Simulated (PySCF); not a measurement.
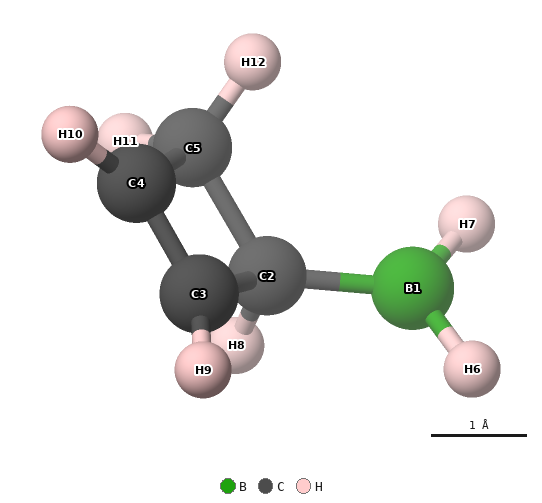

The structure as given in the input (ball-and-stick view, seen at a tilt; atoms are numbered from 1 in the order of the input). Bond lengths as drawn: B–C 1.55 Å, B–H 1.21 Å, C–C 1.34 to 1.56 Å and C–H 1.09 to 1.12 Å.

# Two runs on C₄H₇B

System: C₄H₇B.
Method of run A: GIAO PBE0/6-31G NMR shielding, non-relativistic, gas phase (PySCF 2.14.0).

The geometry comes from this level: PBE0-D3(BJ)/def2-SVP. Text and figures count atoms from 1; the logs count them from 0 in places.

Input, run A:
```
{"job": {"kind": "nmr", "xc": "PBE0", "basis": "6-31G", "pop": true}, "charge": 0, "multiplicity": 1}
B      1.629732    -0.097461     0.494128
C      0.175267    -0.275178    -0.013823
C     -1.064698     0.042105     0.791455
C     -1.610158     0.798708    -0.172938
C     -0.471798     0.591244    -1.142777
H      1.913511    -0.347668     1.644290
H      2.516416     0.194116    -0.278135
H      0.237645    -1.356856    -0.302520
H     -1.371594    -0.237439     1.803212
H     -2.534891     1.377936    -0.241215
H     -0.720582     0.045914    -2.068339
H      0.098647     1.494897    -1.415111
```

The first line tells a small driver script what to run in PySCF; the rest is the geometry in Å.

Launched with:
```bash
OMP_NUM_THREADS=1 python <driver script> task.json out
```

Hardware: 1 CPU thread, shared host.

Output (run A):
```
coarse grid: 9776 points
cycle   1  E = -181.1313222199  dE =  5.392e-01  |g| = 2.865e-01  |ddm| = 3.103e+00
cycle   2  E = -181.1323892648  dE = -1.067e-03  |g| = 2.902e-01  |ddm| = 7.115e-01
cycle   3  E = -181.1564218147  dE = -2.403e-02  |g| = 2.314e-02  |ddm| = 4.062e-01
cycle   4  E = -181.1565555112  dE = -1.337e-04  |g| = 1.001e-02  |ddm| = 4.237e-02
cycle   5  E = -181.1565857880  dE = -3.028e-05  |g| = 1.783e-03  |ddm| = 1.337e-02
cycle   6  E = -181.1565865562  dE = -7.683e-07  |g| = 7.584e-04  |ddm| = 3.262e-03
final grid: 93648 points
cycle   7  E = -181.1171644745  dE = -1.245e-05  |g| = 6.042e-03  |ddm| = 1.839e-02
cycle   8  E = -181.1171619648  dE =  2.510e-06  |g| = 6.833e-03  |ddm| = 1.606e-02
cycle   9  E = -181.1171751285  dE = -1.316e-05  |g| = 8.677e-04  |ddm| = 8.838e-03
cycle  10  E = -181.1171753254  dE = -1.969e-07  |g| = 1.836e-04  |ddm| = 9.226e-04
cycle  11  E = -181.1171753348  dE = -9.399e-09  |g| = 3.984e-05  |ddm| = 2.377e-04
cycle  12  E = -181.1171753353  dE = -4.480e-10  |g| = 1.095e-05  |ddm| = 5.346e-05
converged SCF energy = -181.1171753353

GIAO shielding tensors (ppm)
atom      isotropic    diamagn.    paramagn.     s11        s22        s33       span
  0 B       37.513     194.075    -156.562    -26.060      1.759    136.840    162.900
  1 C      143.652     248.429    -104.777    123.750    146.626    160.580     36.830
  2 C       62.290     256.706    -194.417    -36.392     74.315    148.946    185.338
  3 C       67.402     260.823    -193.422    -28.933     68.929    162.210    191.142
  4 C      161.498     250.897     -89.399    148.738    157.118    178.637     29.899
  5 H       24.163      29.594      -5.431     17.916     26.376     28.196     10.280
  6 H       24.183      29.673      -5.491     17.497     26.715     28.336     10.840
  7 H       29.789      29.817      -0.028     26.090     29.293     33.985      7.895
  8 H       25.779      29.250      -3.471     23.919     25.691     27.728      3.809
  9 H       26.244      29.344      -3.100     24.688     26.041     28.003      3.315
 10 H       29.434      30.494      -1.060     26.720     27.634     33.949      7.230
 11 H       29.451      30.707      -1.256     26.607     27.682     34.064      7.457
```

For run B the input was changed thus:
```diff
-"basis": "6-31G"
+"basis": "STO-3G"
```

What does this change do to the results?

The total energy of run B is 1331.2 kcal/mol higher, which measures the change of basis and not a stability. The HOMO goes from −6.87 to −5.27 eV. The LUMO goes from −0.93 to 1.73 eV. The dipole moment goes from 0.63 to 0.49 D. Of all shieldings, the largest change is that of C3, by +50.5 ppm. The number of SCF iterations is the same. The basis functions go from 59 to 32.

Output (run B):
```
coarse grid: 9776 points
cycle   1  E = -178.9985736188  dE =  5.221e-01  |g| = 1.694e-01  |ddm| = 4.371e+00
cycle   2  E = -179.0058759350  dE = -7.302e-03  |g| = 1.061e-01  |ddm| = 4.177e-01
cycle   3  E = -179.0095943716  dE = -3.718e-03  |g| = 1.544e-02  |ddm| = 1.671e-01
cycle   4  E = -179.0096509388  dE = -5.657e-05  |g| = 7.706e-03  |ddm| = 2.759e-02
cycle   5  E = -179.0096668003  dE = -1.586e-05  |g| = 2.840e-03  |ddm| = 1.177e-02
cycle   6  E = -179.0096692080  dE = -2.408e-06  |g| = 5.020e-04  |ddm| = 3.916e-03
final grid: 93648 points
cycle   7  E = -178.9957658684  dE = -6.078e-06  |g| = 2.794e-03  |ddm| = 1.147e-02
cycle   8  E = -178.9957662315  dE = -3.631e-07  |g| = 2.712e-03  |ddm| = 7.420e-03
cycle   9  E = -178.9957683232  dE = -2.092e-06  |g| = 8.844e-04  |ddm| = 4.076e-03
cycle  10  E = -178.9957685616  dE = -2.384e-07  |g| = 7.877e-05  |ddm| = 1.111e-03
cycle  11  E = -178.9957685635  dE = -1.923e-09  |g| = 9.512e-06  |ddm| = 1.129e-04
cycle  12  E = -178.9957685635  dE = -2.814e-11  |g| = 2.813e-06  |ddm| = 1.649e-05
converged SCF energy = -178.9957685635

GIAO shielding tensors (ppm)
atom      isotropic    diamagn.    paramagn.     s11        s22        s33       span
  0 B       42.784     196.582    -153.798    -28.602      2.513    154.442    183.044
  1 C      189.012     246.322     -57.310    182.950    186.661    197.425     14.475
  2 C      112.763     257.547    -144.785     30.666    119.763    187.859    157.193
  3 C      117.499     260.030    -142.531     35.507    122.462    194.527    159.020
  4 C      195.626     249.051     -53.425    183.130    190.383    213.365     30.235
  5 H       25.297      30.738      -5.441     19.228     28.131     28.533      9.305
  6 H       25.272      30.806      -5.534     18.749     28.147     28.919     10.170
  7 H       30.796      30.998      -0.202     26.275     29.013     37.099     10.825
  8 H       26.660      30.948      -4.288     24.626     26.011     29.342      4.716
  9 H       27.081      30.346      -3.265     25.092     26.329     29.823      4.731
 10 H       30.250      30.826      -0.576     26.538     27.709     36.502      9.964
 11 H       30.358      31.252      -0.894     26.511     27.863     36.700     10.189
```

The two runs side by side:

| quantity | run A | run B |
| --- | --- | --- |
| outcome | converged | converged |
| total energy (hartree) | −181.117175 | −178.995769 |
| HOMO (eV) | −6.87 | −5.27 |
| LUMO (eV) | −0.93 | 1.73 |
| dipole moment (D) | 0.63 | 0.49 |
| shielding of B1 (ppm) | 37.5 | 42.8 |
| shielding of C2 (ppm) | 143.7 | 189.0 |
| shielding of C3 (ppm) | 62.3 | 112.8 |
| shielding of C4 (ppm) | 67.4 | 117.5 |
| shielding of C5 (ppm) | 161.5 | 195.6 |
| shielding of H6 (ppm) | 24.2 | 25.3 |
| shielding of H7 (ppm) | 24.2 | 25.3 |
| SCF iterations | 12 | 12 |
| basis functions | 59 | 32 |
| wall time (shared host) | 4.7 s | 2.7 s |
